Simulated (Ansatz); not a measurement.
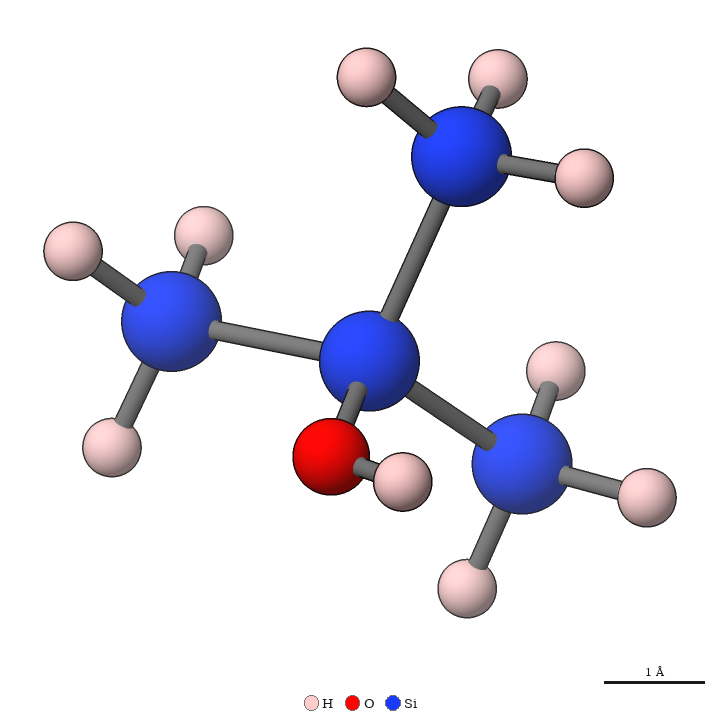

The picture shows a molecular structure as a ball-and-stick model. Every bond is drawn as one stick, whatever its order.

The computed structure is the end point of a PBE0-D4/def2-TZVP optimisation.

What does the picture show?

Formula H₁₀OSi₄. This geometry has Cs symmetry. Coordination: 1 O bent; 4 Si tetrahedral.

More results for the same structure follow; atom numbers are the same in all pictures, views and colours differ.

### Shape

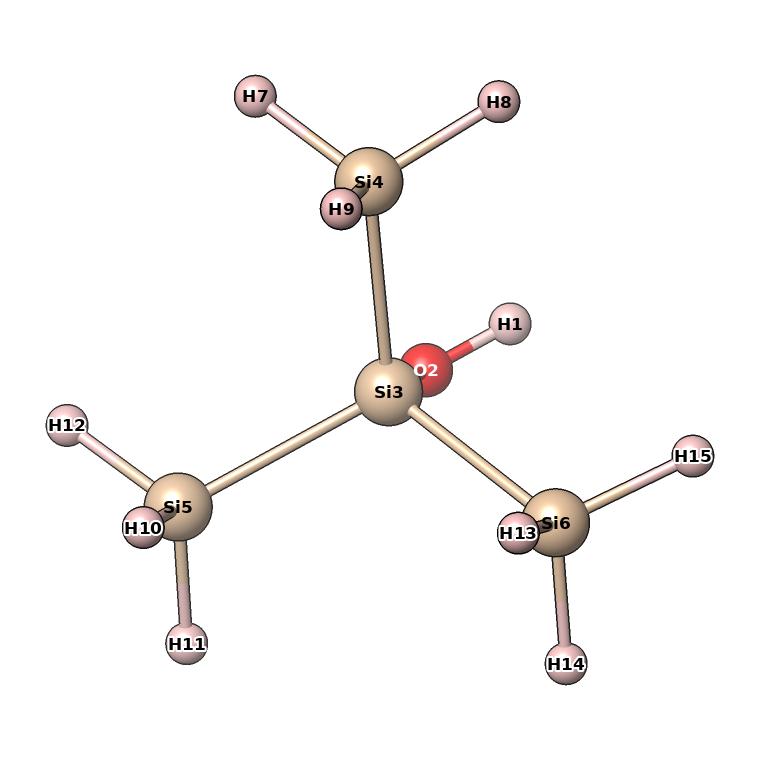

O2 lies behind Si3. The molecule seen a little off the Si3–O2 bond, Si3 in front. Depth is shown by fading: the farther an atom, the more it takes the colour of the background.

Question: What is the torsion angle Si4–Si3–O2–H1? The sign is positive where the front bond must turn clockwise to cover the back bond.

Answer: 60°, synclinal (gauche).

### Electronic properties

Method: RKS PBE0-D4/def2-TZVPP (Ansatz 0.2.0).

Question: Give the HOMO–LUMO gap at this level.

Answer: 6.42 eV.

Question: What is the dispersion correction?

Answer: −35.2 kJ/mol.

Question: Estimate the HOMO energy (Kohn–Sham orbital).

Answer: −7.46 eV.

### Vibrations

Harmonic vibrations computed with RKS PBE0-D4/def2-TZVP (Ansatz 0.2.0) at a stationary point of the same level.

Question: How many vibrational modes are there, and where do they lie?

Answer: 39 modes: 71, 80, 83, 96, 97, 108, 168, 171, 221, 335, 406, 412, 440, 508, 511, 541, 562, 563, 810, 852, 853, 885, 904, 926, 933, 933, 937, 937, 947, 2200, 2203, 2211, 2213, 2217, 2220, 2221, 2225, 2227, 3907 cm⁻¹.

### Dipole moment

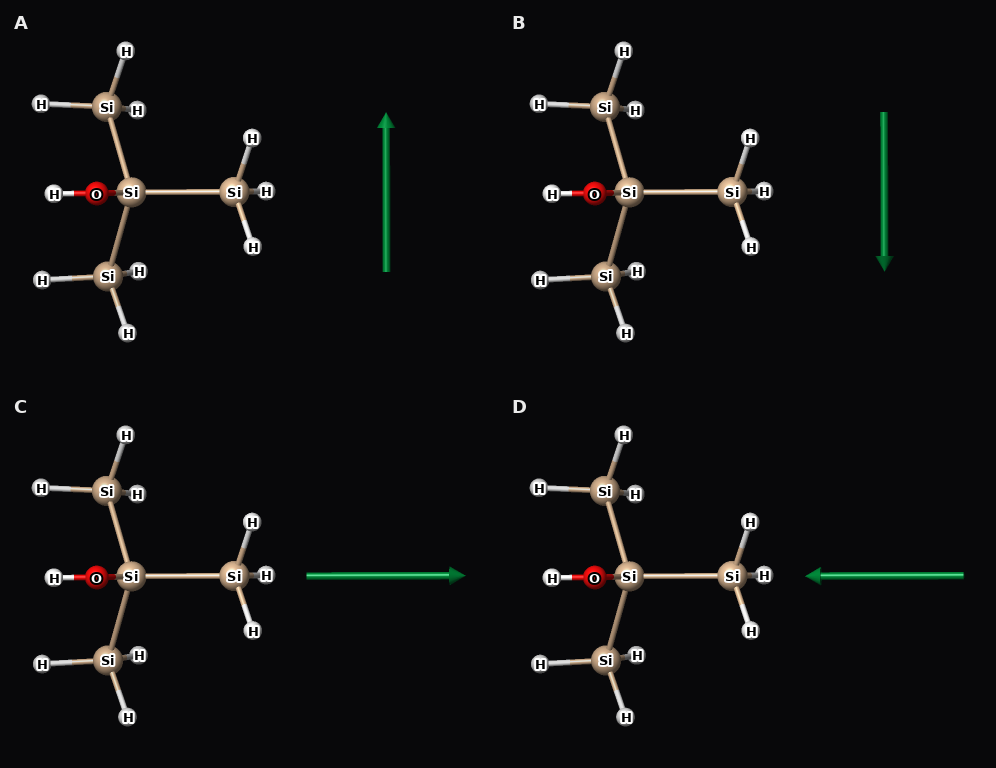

The same molecule four times, each with an arrow. Properties computed with RKS PBE0-D4/def2-TZVP (Ansatz 0.2.0).

Question: Which arrow points along the dipole moment, from the negative to the positive end?

Answer: D. The dipole moment is 1.10 D.

### Charges

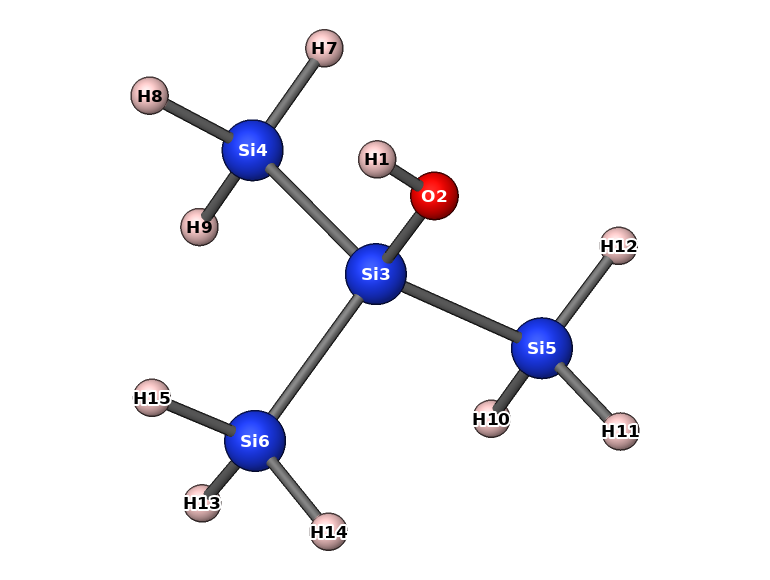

The questions are on Mulliken charges. Level of theory: RKS PBE0-D4/def2-TZVP (Ansatz 0.2.0).

Question: Which atom carries the highest charge (most positive or least negative)?

Answer: Si3 (0.33 e).

Question: And the lowest?

Answer: O2 (−0.52 e).

Give the Mulliken charges atom by atom.

```
atom  value (e)
  H1       0.32
  O2      −0.52
 Si3       0.33
 Si4      −0.04
 Si5       0.00
 Si6      −0.04
  H7       0.00
  H8      −0.01
  H9       0.00
 H10      −0.01
 H11       0.00
 H12       0.00
 H13       0.00
 H14       0.00
 H15      −0.01
```

Mulliken values depend strongly on the basis set and can even reverse the polarity of a bond.
